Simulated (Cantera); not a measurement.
A closed system holds: 1 mol Mg(OH)₂, a varied amount of CO₂, held at 525 K and 2.50 bar.

Cantera equilibrium calculation (NASA polynomials, part measured and part estimated; ideal gas, pure solids and liquids). Candidate condensed phases: C, C₆H₆, C₇H₈, C₈H₁₈, H₂O, Mg, MgCO₃, MgO, Mg(OH)₂; 116 gas species. The numbers say what is thermodynamically allowed, not how fast it happens.

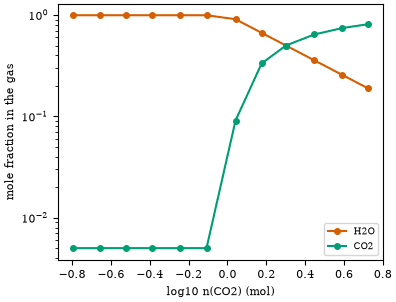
Figure: Equilibrium gas composition (values under 1e-9 drawn at 1e-9)

From 0.16 mol CO₂ to 0.78 mol CO₂ the condensed part is MgCO₃(s) + Mg(OH)₂(s). From 1.1 mol CO₂ to 5.3 mol CO₂ the condensed part is MgCO₃(s).
